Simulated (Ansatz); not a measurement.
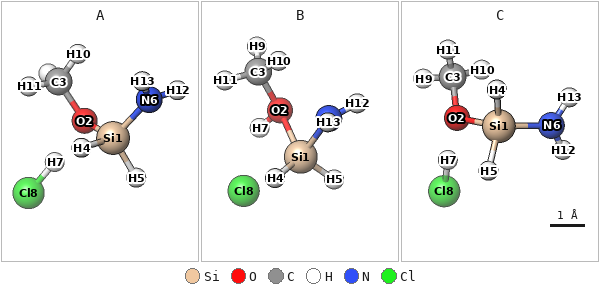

3 geometries from a converged minimum-energy path of CH$_{8}$ClNOSi, shuffled. A ball-and-stick model, seen at a tilt.

Computed with Ansatz 0.2.0, RKS PBE0-D4/6-31G*. Run with 7 movable images; climbing image; force threshold 0.05 eV/Å; iteration limit 33; starting path through a guess of the saddle point.

Q: Which of them lies highest in energy?

A: B. In order along the path, whose images run from 0 to 8: C (image 0, 0.0 kcal/mol), A (image 3, +0.8 kcal/mol), B (image 5, +17.7 kcal/mol). Breaking: H7–Cl8 (1.32 → 1.98 at the top → 2.74 Å), Si1–O2 (1.69 → 1.91 at the top → 3.57 Å). Forming: O2–H7 (1.69 → 1.00 at the top → 0.97 Å), Si1–Cl8 (4.02 → 2.48 at the top → 2.11 Å).

The run took 10 min on 2 threads of AMD EPYC 7R43 64-Core Processor (Zen 3) (shared host), peak memory 0.24 GiB.
